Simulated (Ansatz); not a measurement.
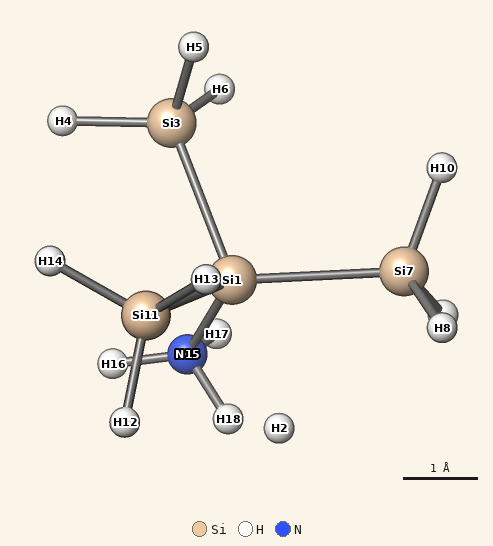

*The input geometry (ball-and-stick view, seen at a tilt; atoms are numbered from 1 in the order of the input).*

Bond lengths as drawn: H–N 1.02 to 1.15 Å, H–Si 1.48 to 1.50 Å, N–Si 1.92 Å and Si–Si 2.33 to 2.39 Å.

Run report: Si4NH13, frequency calculation

Si4NH13, computed with RKS B3LYP-D4/6-31G* (Ansatz 0.2.0).

It belongs to a series of runs on one base structure; here: vibrations at the highest image of the band. Figures and captions count atoms from 1; the log counts them from 0 in places.

**The input**
```yaml
crystal:
  periodic: [false, false, false]
  atoms:
    - { symbol: Si, position_ang: [0.104083, -0.430551, -0.189748] }
    - { symbol: H, position_ang: [-1.390416, -0.511227, 1.290404] }
    - { symbol: Si, position_ang: [2.208519, -0.33232, -1.314803] }
    - { symbol: H, position_ang: [2.959634, -1.625551, -1.307913] }
    - { symbol: H, position_ang: [1.991523, 0.041228, -2.742736] }
    - { symbol: H, position_ang: [3.122694, 0.69534, -0.725964] }
    - { symbol: Si, position_ang: [-0.777327, 1.723824, -0.119755] }
    - { symbol: H, position_ang: [-2.248328, 1.689979, -0.311058] }
    - { symbol: H, position_ang: [-0.451023, 2.300523, 1.215521] }
    - { symbol: H, position_ang: [-0.179564, 2.631703, -1.146994] }
    - { symbol: Si, position_ang: [-1.118505, -2.101421, -1.289682] }
    - { symbol: H, position_ang: [-2.007466, -2.87389, -0.386666] }
    - { symbol: H, position_ang: [-1.938134, -1.451463, -2.350575] }
    - { symbol: H, position_ang: [-0.188671, -3.059107, -1.95767] }
    - { symbol: "N", position_ang: [0.786497, -0.975794, 1.518266] }
    - { symbol: H, position_ang: [1.166742, -1.922453, 1.584573] }
    - { symbol: H, position_ang: [1.43335, -0.321026, 1.96446] }
    - { symbol: H, position_ang: [-0.31401, -0.868498, 1.851742] }
basis:
  gaussian: { orbitals: "6-31G*" }
hamiltonian:
  xc: b3lyp
  dispersion: d4
phonons: {}
```

Hardware: 4 threads of Arm Neoverse V2, 24 GiB of memory available, shared host.

Launched with:
```bash
ansatz run input.yaml --threads 4 --pin off --max-ram 5120MiB --backend cpu --events-out ev --progress --plain --runs-dir out
```

**Log**
```
Engine: ansatz 0.2.0, aarch64-unknown-linux-gnu
Functional definition: B3LYP
  parameter a0 = 0.2
  parameter ax = 0.72
  parameter ac = 0.81
  exchange = (1 - a0 - ax)*slater_x + ax*b88_x + a0*exact_x
  correlation = (1 - ac)*vwn_rpa_c + ac*lyp_c
1298 factors; integrals over basis functions are off by at most 7.6e-4 eV
mean field evaluation 1: about -33206.3959 eV, gradient 4.3e1 eV
mean field evaluation 2: about -33202.8881 eV, gradient 5.9e1 eV
mean field evaluation 4: about -33210.3099 eV, gradient 1.6e0 eV
mean field evaluation 8: about -33210.3413 eV, gradient 1.1e-1 eV
mean field evaluation 16: about -33210.3414 eV, gradient 1.1e-5 eV
mean field -33210.34135624 eV, -1220.4575340639 hartree, gradient 1.1e-5 eV, S^2 0.000000; 0 other end points of the search recorded, 0 dependent functions left out
the calculation of the forces begins
reference -33210.34169222 eV, -1220.4575464108 hartree; 38, 38 occupied and 79, 79 virtual orbitals, 1298 factors
these checks for a lower state are left out or cut short: stability, starts, cluster_reference, orbital_swaps, neighbouring_geometries, increment
1298 factors; integrals over basis functions are off by at most 7.6e-4 eV
mean field -33210.34136538 eV, -1220.4575343998 hartree, gradient 1.7e-6 eV, S^2 0.000000; 0 other end points of the search recorded, 0 dependent functions left out
[... from here on the field's lines of each further geometry are left out, up to the last ...]
the calculation of the forces begins
reference -33210.34170584 eV, -1220.4575469113 hartree; 38, 38 occupied and 79, 79 virtual orbitals, 1298 factors
these checks for a lower state are left out or cut short: stability, starts, cluster_reference, orbital_swaps, neighbouring_geometries, increment
1298 factors; integrals over basis functions are off by at most 7.6e-4 eV
mean field -33210.34129005 eV, -1220.4575316315 hartree, gradient 1.8e-6 eV, S^2 0.000000; 0 other end points of the search recorded, 0 dependent functions left out
the calculation of the forces begins
reference -33210.34162603 eV, -1220.4575439786 hartree; 38, 38 occupied and 79, 79 virtual orbitals, 1298 factors
WARN: phonons: modes at or below zero, which the zero-point energy, F, S and C_V leave out: 2, the lowest at -1151.29 cm⁻¹. A minimum has none, and a first-order saddle one
Total energy: -33211.20405668 eV, -1220.4892377203 hartree
Atom 0 at     0.104083    -0.430551    -0.189748 Å, force     0.035704     0.031938    -0.023664 eV/Å
Atom 1 at    -1.390416    -0.511227     1.290404 Å, force    -0.011011    -0.031121     0.003001 eV/Å
Atom 2 at     2.208519    -0.332320    -1.314803 Å, force    -0.002500    -0.005263     0.006370 eV/Å
Atom 3 at     2.959634    -1.625551    -1.307913 Å, force     0.002715     0.000219     0.001945 eV/Å
Atom 4 at     1.991523     0.041228    -2.742736 Å, force     0.002242    -0.003019    -0.000978 eV/Å
Atom 5 at     3.122694     0.695340    -0.725964 Å, force    -0.004702    -0.001087    -0.000060 eV/Å
Atom 6 at    -0.777327     1.723824    -0.119755 Å, force    -0.001624    -0.004533     0.010945 eV/Å
Atom 7 at    -2.248328     1.689979    -0.311058 Å, force     0.000686    -0.001169    -0.005487 eV/Å
Atom 8 at    -0.451023     2.300523     1.215521 Å, force     0.000190    -0.002032    -0.008805 eV/Å
Atom 9 at    -0.179564     2.631703    -1.146994 Å, force     0.000965     0.008462    -0.007234 eV/Å
Atom 10 at    -1.118505    -2.101421    -1.289682 Å, force    -0.006951     0.009013     0.000724 eV/Å
Atom 11 at    -2.007466    -2.873890    -0.386666 Å, force     0.008204    -0.011214     0.008522 eV/Å
Atom 12 at    -1.938134    -1.451463    -2.350575 Å, force    -0.007421    -0.000193     0.018162 eV/Å
Atom 13 at    -0.188671    -3.059107    -1.957670 Å, force    -0.001924     0.005291    -0.008846 eV/Å
Atom 14 at     0.786497    -0.975794     1.518266 Å, force    -0.001600    -0.024184     0.011110 eV/Å
Atom 15 at     1.166742    -1.922453     1.584573 Å, force     0.005329    -0.001885    -0.010964 eV/Å
Atom 16 at     1.433350    -0.321026     1.964460 Å, force    -0.005635    -0.009180     0.006076 eV/Å
Atom 17 at    -0.314010    -0.868498     1.851742 Å, force    -0.012665     0.039957    -0.000817 eV/Å
Dipole moment:     0.457137    -0.268536     0.424858 e Å
Vibrations: -1151.29 -120.61 85.38 90.35 102.33 121.57 127.13 152.26 199.54 248.75 326.30 402.15 438.39 465.62 491.87 515.43 534.37 543.84 572.21 577.10 629.85 706.15 839.66 877.94 884.77 915.66 936.82 940.54 944.48 948.72 954.30 956.72 962.48 1330.89 1573.42 1606.71 1934.61 2191.84 2198.30 2201.48 2216.69 2223.89 2226.60 2234.18 2265.87 2267.44 3441.18 3550.63 cm⁻¹, zero-point energy 3.158896 eV
```

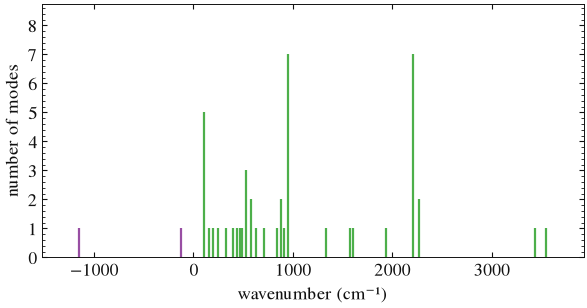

*Harmonic vibrational wavenumbers from the force constants; neighbouring modes closer than 21 cm⁻¹ are counted in one stick, and imaginary ones are drawn at negative wavenumbers.*

48 modes from 1151i to 3551 cm⁻¹, 2 imaginary beyond 8i (1151i, 121i cm⁻¹): not a minimum.

**Results in brief**

```tsv
quantity	value
outcome	converged
total energy	−33211.2041 eV
mean-field energy	−33210.3417 eV
largest force (length of the vector)	0.053 eV/Å
wall time	3.5 min (CPU time 13 min)
peak memory	0.31 GiB
```
